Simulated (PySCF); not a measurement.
C2H6O2Si, SMILES O([Si]OC)C at its CAM-B3LYP/def2-SVP optimised geometry (Å):

```
11

Si    -1.4372    -0.6480     0.0000
O      0.2372    -0.6480     0.0000
C      1.0748    -1.7741    -0.0026
H      0.5081    -2.7233    -0.0052
H      1.7234    -1.7616    -0.8931
H      1.7229    -1.7662     0.8884
O     -1.7234     0.9781     0.0000
C     -0.8722     2.1001     0.0000
H     -1.0847     2.7233    -0.8830
H     -1.0633     2.7080     0.8984
H      0.1876     1.8045    -0.0148
```

Method: CAM-B3LYP/def2-TZVP (PySCF 2.14.0). Cells within 0.4 Å of a nucleus heavier than hydrogen are left out (blank, or x).

Map of the HOMO amplitude (bohr^(-3/2)) on the plane z = 0.0 Å; orbital energy -8.30 eV, overall sign arbitrary:

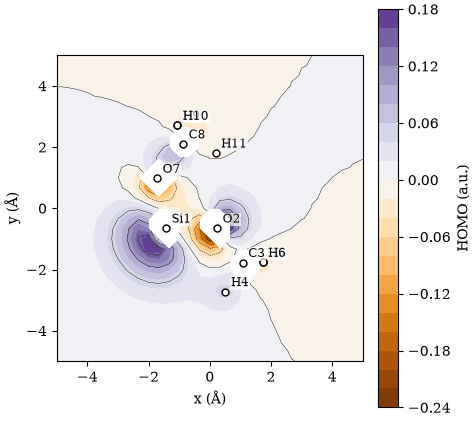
*HOMO amplitude (bohr^(-3/2)) on the plane z = 0.0 Å.*
